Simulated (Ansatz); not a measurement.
## A computed series for SiO2: pressure series

Base system: SiO2 (space group Imma, No. 74; a = 5.2638 Å, b = 9.5775 Å, c = 8.9184 Å; a cell from a computed database, its experimental status unchecked).

Cell and atoms are relaxed at each pressure.

Calculations: PBEsol in Ansatz (plane waves to 420 eV, PAW, without spin-orbit coupling).

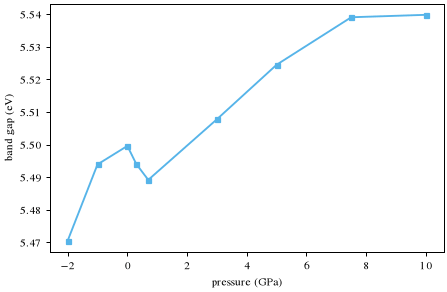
Fig. 1. Band gap against pressure

| pressure (GPa) | band gap |
|---|---|
| -2 | 5.47 eV |
| -1 | 5.49 eV |
| 0.3 | 5.49 eV |
| 0.7 | 5.49 eV |
| 3 | 5.51 eV |
| 5 | 5.52 eV |
| 7.5 | 5.54 eV |
| 10 | 5.54 eV |

Load acts through the strain it causes; cell and atoms are relaxed under it. Whether these cells are dynamically stable was not tested. Competing high-pressure phases were not computed.

Ansatz is a program for electronic structure.
